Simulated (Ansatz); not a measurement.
Geometry relaxation of CH$_{8}$GaNO (part 1 of 2)

The run: geometry relaxation of CH$_{8}$GaNO. Method and program: RKS revPBE/def2-SVP (Ansatz 0.2.0).

The input holds or restrains some coordinates. It belongs to a series of runs on one base structure; here: pulled along the bonds that form and break, towards end A. Figures and captions count atoms from 1; the log counts them from 0 in places.

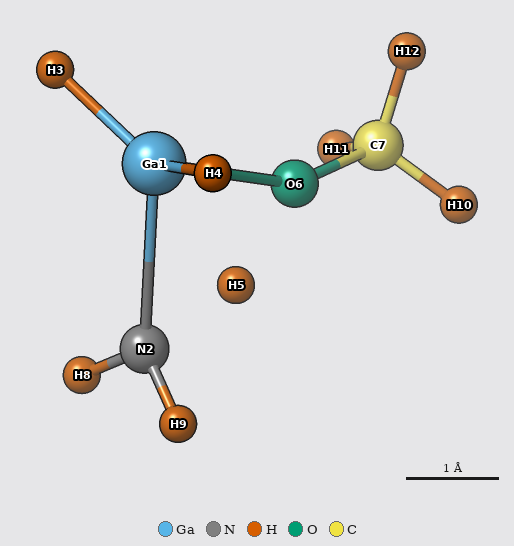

*The starting structure (ball-and-stick view, seen at a tilt; atoms are numbered from 1 in the order of the input). Sticks mark near contacts.*

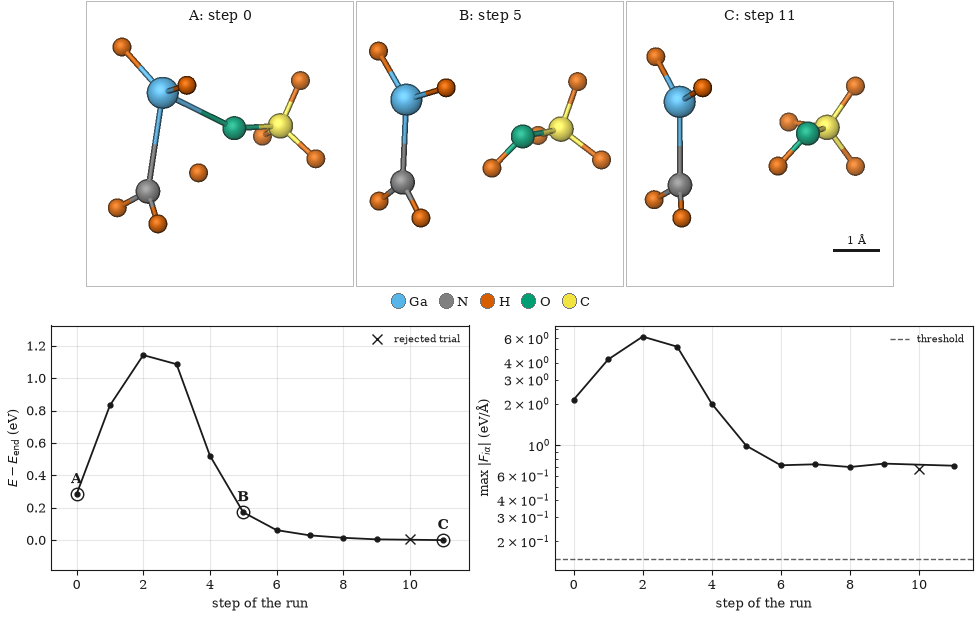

*Frames of the restrained relaxation (ball-and-stick view, seen at a tilt) above the curves, on which the letters mark them (the first geometry is step 0 here and step 1 in the log).*

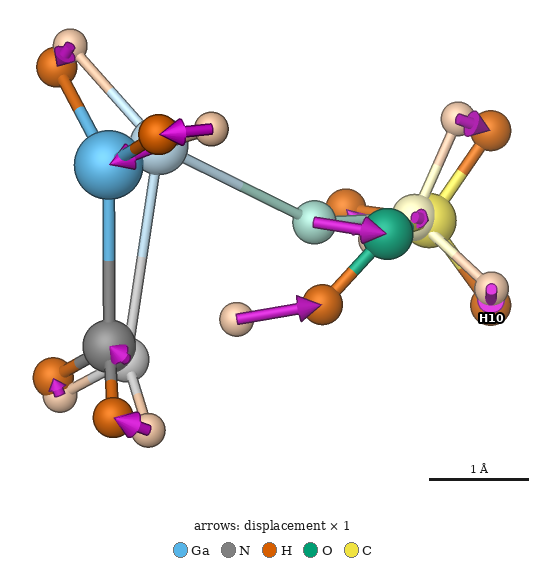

*Start (faint) and end (solid) with the displacements as pink arrows, at true length (ball-and-stick view, seen at a tilt). The two geometries are laid on each other by the best rigid fit.*

The largest move after the best rigid fit is that of H5, 0.89 Å. By element the largest moves are H 0.89 Å, O 0.79 Å, Ga 0.58 Å, N 0.28 Å, C 0.21 Å. Among the contacts that change: Ga1–O6 2.194 → 3.174 Å, Ga1–N2 2.251 → 1.907 Å, H5–O6 1.281 → 0.977 Å, Ga1–H3 1.548 → 1.577 Å. New bonds form: H5–O6 (1.28 → 0.98 Å). Bonds break: Ga1–O6 (2.19 → 3.17 Å). Among the angles that change: Ga1–N2–H8 125.5° → 120.2°, N2–Ga1–H4 110.6° → 115.6°, H3–Ga1–H4 125.5° → 129.2°. Over 11 geometry steps the energy falls by 0.283 eV. The largest force component goes from 2.1 to 0.71 eV/Å. The line search rejected the trial step at point 10 (counted from 0) and went back. (Atoms are counted from 1 in the order of the input.)

The input that produced these results follows, with the program's output.

### Input file
```yaml
crystal:
  periodic: [false, false, false]
  atoms:
    - { symbol: Ga, position_ang: [-1.72, -0.1803, 0.3354] }
    - { symbol: "N", position_ang: [-0.0497, -1.3432, 1.2974] }
    - { symbol: H, position_ang: [-2.4917, -0.8947, -0.8004] }
    - { symbol: H, position_ang: [-2.3269, 0.8305, 1.3372] }
    - { symbol: H, position_ang: [0.4848, -0.4297, 0.473] }
    - { symbol: O, position_ang: [0.2423, 0.5198, -0.3515] }
    - { symbol: C, position_ang: [1.1651, 1.1121, -1.2227] }
    - { symbol: H, position_ang: [0.2349, -2.2811, 1.0459] }
    - { symbol: H, position_ang: [0.2275, -1.1564, 2.2529] }
    - { symbol: H, position_ang: [1.9286, 1.6466, -0.647] }
    - { symbol: H, position_ang: [1.6516, 0.353, -1.844] }
    - { symbol: H, position_ang: [0.6536, 1.8235, -1.8762] }
basis:
  gaussian: { orbitals: def2-SVP }
hamiltonian:
  xc: revpbe
relax:
  f_tol: 0.15
  max_steps: 25
  restrain:
    - { distance: [0, 5], at: 3.18, k: 30.0 }
    - { distance: [4, 1], at: 2.32, k: 30.0 }
    - { distance: [0, 1], at: 1.93, k: 30.0 }
    - { distance: [4, 5], at: 0.97, k: 30.0 }
```

Command:
```bash
ansatz run input.yaml --threads 2 --pin off --max-ram 3072MiB --backend cpu --events-out ev --progress --plain --runs-dir out
```

### Log
```
The last accepted step is kept in [file] (removed where the run ends without a failure and the disk answers)
Engine: ansatz 0.2.0, aarch64-unknown-linux-gnu
Functional definition: revPBE
  parameter kappa = 1.245
  parameter beta = 0.06672455060314922
  exchange = pbe_x(kappa = kappa, mu = beta*pi^2/3)
  correlation = pbe_c(beta = beta)
1292 factors; their error is unknown
mean field evaluation 1: about -57054.2522 eV, gradient 7.8e1 eV
mean field evaluation 2: about -56989.9786 eV, gradient 1.7e2 eV
mean field evaluation 4: about -57066.0181 eV, gradient 1.8e1 eV
mean field evaluation 8: about -57066.6387 eV, gradient 2.9e-1 eV
mean field evaluation 16: about -57066.5855 eV, gradient 2.7e-3 eV
mean field -57066.58546867 eV, -2097.1583348528 hartree, gradient 1.1e-5 eV, S^2 0.000000; 0 other end points of the search recorded, 0 dependent functions left out
the calculation of the forces begins
reference -57066.58552321 eV, -2097.1583368572 hartree; 30, 30 occupied and 84, 84 virtual orbitals, 1292 factors
relax step   1: F+E_penalty+E_count = -57066.58546867 eV  Δ(F+E_penalty+E_count) = +0.000e0 eV  max|allowed force component| = 2.147e0 eV/Å  E_restraint = 31.94483626 eV  max|allowed force component, restraints' pulls added| = 2.712e1 eV/Å  Δτ_max = 0.0000 Å  (29 SCF iters, accepted)
  distance Ga 0 - O 5 = 2.1938 Å
  distance H 4 - N 1 = 1.3416 Å
  distance Ga 0 - N 1 = 2.2512 Å
  distance H 4 - O 5 = 1.2807 Å
these checks for a lower state are left out or cut short: starts, cluster_reference, orbital_swaps, neighbouring_geometries, increment
1292 factors; their error is unknown
mean field -57066.03751421 eV, -2097.1381978976 hartree, gradient 2.3e-5 eV, S^2 0.000000; 0 other end points of the search recorded, 0 dependent functions left out
[... from here on the field's lines of each further geometry are left out, up to the last ...]
relax step   2: F+E_penalty+E_count = -57066.03751421 eV  Δ(F+E_penalty+E_count) = +5.480e-1 eV  max|allowed force component| = 4.214e0 eV/Å  E_restraint = 14.58102204 eV  max|allowed force component, restraints' pulls added| = 1.745e1 eV/Å  Δτ_max = 0.1981 Å  (35 SCF iters, accepted)
relax step   3: F+E_penalty+E_count = -57065.72672386 eV  Δ(F+E_penalty+E_count) = +3.108e-1 eV  max|allowed force component| = 6.182e0 eV/Å  E_restraint = 4.38690808 eV  max|allowed force component, restraints' pulls added| = 7.661e0 eV/Å  Δτ_max = 0.1986 Å  (34 SCF iters, accepted)
relax step   4: F+E_penalty+E_count = -57065.78284024 eV  Δ(F+E_penalty+E_count) = -5.612e-2 eV  max|allowed force component| = 5.222e0 eV/Å  E_restraint = 0.76245954 eV  max|allowed force component, restraints' pulls added| = 2.981e0 eV/Å  Δτ_max = 0.1953 Å  (30 SCF iters, accepted)
relax step   5: F+E_penalty+E_count = -57066.34685379 eV  Δ(F+E_penalty+E_count) = -5.640e-1 eV  max|allowed force component| = 2.009e0 eV/Å  E_restraint = 0.05296592 eV  max|allowed force component, restraints' pulls added| = 1.012e0 eV/Å  Δτ_max = 0.1947 Å  (30 SCF iters, accepted)
relax step   6: F+E_penalty+E_count = -57066.69693492 eV  Δ(F+E_penalty+E_count) = -3.501e-1 eV  max|allowed force component| = 9.934e-1 eV/Å  E_restraint = 0.01982409 eV  max|allowed force component, restraints' pulls added| = 1.373e0 eV/Å  Δτ_max = 0.1947 Å  (29 SCF iters, accepted)
relax step   7: F+E_penalty+E_count = -57066.80712528 eV  Δ(F+E_penalty+E_count) = -1.102e-1 eV  max|allowed force component| = 7.164e-1 eV/Å  E_restraint = 0.01551236 eV  max|allowed force component, restraints' pulls added| = 5.121e-1 eV/Å  Δτ_max = 0.2000 Å  (30 SCF iters, accepted)
relax step   8: F+E_penalty+E_count = -57066.83954893 eV  Δ(F+E_penalty+E_count) = -3.242e-2 eV  max|allowed force component| = 7.282e-1 eV/Å  E_restraint = 0.01214702 eV  max|allowed force component, restraints' pulls added| = 2.162e-1 eV/Å  Δτ_max = 0.2000 Å  (29 SCF iters, accepted)
relax step   9: F+E_penalty+E_count = -57066.85451532 eV  Δ(F+E_penalty+E_count) = -1.497e-2 eV  max|allowed force component| = 6.958e-1 eV/Å  E_restraint = 0.00982780 eV  max|allowed force component, restraints' pulls added| = 1.520e-1 eV/Å  Δτ_max = 0.1999 Å  (28 SCF iters, accepted)
relax step  10: F+E_penalty+E_count = -57066.86415904 eV  Δ(F+E_penalty+E_count) = -9.644e-3 eV  max|allowed force component| = 7.363e-1 eV/Å  E_restraint = 0.00957800 eV  max|allowed force component, restraints' pulls added| = 6.538e-2 eV/Å  Δτ_max = 0.1312 Å  (28 SCF iters, accepted)
relax step  11: F+E_penalty+E_count = -57066.85949193 eV  Δ(F+E_penalty+E_count) = +4.667e-3 eV  max|allowed force component| = 6.754e-1 eV/Å  E_restraint = 0.00861152 eV  max|allowed force component, restraints' pulls added| = 3.836e-1 eV/Å  Δτ_max = 0.1954 Å  (28 SCF iters, rejected (line search))
the calculation of the forces begins
reference -57066.86892888 eV, -2097.1687518231 hartree; 30, 30 occupied and 84, 84 virtual orbitals, 1292 factors
relax step  12: F+E_penalty+E_count = -57066.86887380 eV  Δ(F+E_penalty+E_count) = -4.715e-3 eV  max|allowed force component| = 7.112e-1 eV/Å  E_restraint = 0.00963860 eV  max|allowed force component, restraints' pulls added| = 1.109e-1 eV/Å  Δτ_max = 0.0958 Å  (29 SCF iters, accepted)
  distance Ga 0 - O 5 = 3.1737 Å
  distance H 4 - N 1 = 2.3144 Å
  distance Ga 0 - N 1 = 1.9072 Å
  distance H 4 - O 5 = 0.9773 Å
1292 factors; their error is unknown
mean field -57066.86887380 eV, -2097.1687497992 hartree, gradient 2.1e-5 eV, S^2 0.000000; 1 other end points of the search recorded, 0 dependent functions left out
the calculation of the forces begins
reference -57066.86892888 eV, -2097.1687518231 hartree; 30, 30 occupied and 84, 84 virtual orbitals, 1292 factors
Total energy: -57066.86892888 eV, -2097.1687518231 hartree
Atom 0 at    -1.909383    -0.622505     0.647317 Å, force     0.711224    -0.176615     0.209392 eV/Å
Atom 1 at    -0.318000    -1.388518     1.367244 Å, force    -0.499027     0.330843    -0.247219 eV/Å
Atom 2 at    -2.316298    -1.141377    -0.785472 Å, force     0.014547     0.011779     0.012582 eV/Å
Atom 3 at    -2.637186     0.425890     1.570264 Å, force     0.006310    -0.013190    -0.014530 eV/Å
Atom 4 at     0.739900     0.415980     0.376829 Å, force    -0.008433    -0.295705     0.179914 eV/Å
Atom 5 at     0.551265     1.215069    -0.153238 Å, force    -0.156379     0.099319    -0.114535 eV/Å
Atom 6 at     1.334289     1.168823    -1.337773 Å, force    -0.000503    -0.021044     0.033370 eV/Å
Atom 7 at     0.051695    -2.265773     0.983344 Å, force    -0.025618     0.069711     0.048374 eV/Å
Atom 8 at    -0.141024    -1.340505     2.377825 Å, force     0.001135    -0.020461    -0.110888 eV/Å
Atom 9 at     2.424738     1.322598    -1.140023 Å, force    -0.040097    -0.014285    -0.000310 eV/Å
Atom 10 at     1.222231     0.214950    -1.909686 Å, force    -0.009096     0.029829     0.013607 eV/Å
Atom 11 at     0.997874     1.995468    -1.996630 Å, force     0.005937    -0.000181    -0.009757 eV/Å
Dipole moment:     0.232728    -0.400196     0.063628 e Å
```

### Trajectory as extended XYZ (Å, eV, eV/Å), 12 frames, from step=1 to step=12
```
12
Properties=species:S:1:pos:R:3:forces:R:3 step=1 energy=-57066.58547
Ga   -1.7200   -0.1803    0.3354    1.9962  -0.3463   0.1503
N    -0.0497   -1.3432    1.2974   -0.6714   2.1469  -1.8049
H    -2.4917   -0.8947   -0.8004   -0.0300  -0.3585  -0.3342
H    -2.3269    0.8305    1.3372    0.0122   0.2991   0.3702
H     0.4848   -0.4297    0.4730   -0.2514  -0.3820   0.2716
O     0.2423    0.5198   -0.3515   -1.1096  -1.0322   1.3270
C     1.1651    1.1121   -1.2227   -0.7026  -0.3053   0.3591
H     0.2349   -2.2811    1.0459   -0.0536  -0.6415  -0.1915
H     0.2275   -1.1564    2.2529   -0.0281   0.0846   0.6614
H     1.9286    1.6466   -0.6470    0.5516   0.4042   0.1901
H     1.6516    0.3530   -1.8440    0.4337  -0.3530  -0.5257
H     0.6536    1.8235   -1.8762   -0.1470   0.4841  -0.4735
```
